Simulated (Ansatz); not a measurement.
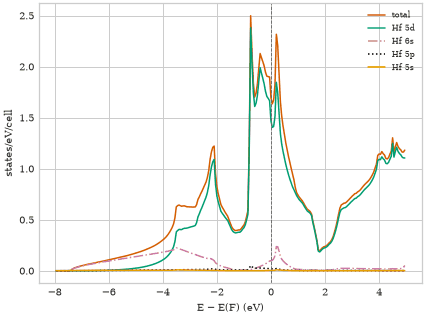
Figure. Total and projected density of states of Hf (bcc (W type), Im-3m), plane-wave PAW r²SCAN (Ansatz code)

**Question.** Which orbitals carry the states next to the Fermi level?

**Answer.** Within 0.5 eV of the Fermi level: Hf 5d 87 %, Hf 6s 6 %, outside the projected shells 6 %. Projections are on Löwdin-orthogonalised atomic valence shells; empty p or d shells of many metals are not among them.

**Question.** Where is the tallest occupied peak in this window, and what makes it?

**Answer.** Near -0.8 eV, about 2.5 states/eV per cell; the largest projected share is Hf 5d.

This is a known high-temperature phase of the composition, computed here at zero pressure and temperature. The cell was relaxed with r²SCAN under the symmetry of its start. At this level the phase is mechanically unstable. No spin polarisation was allowed. Spin–orbit coupling is left out wherever it is not named.

Potentials: the later of the program's two PAW sets.
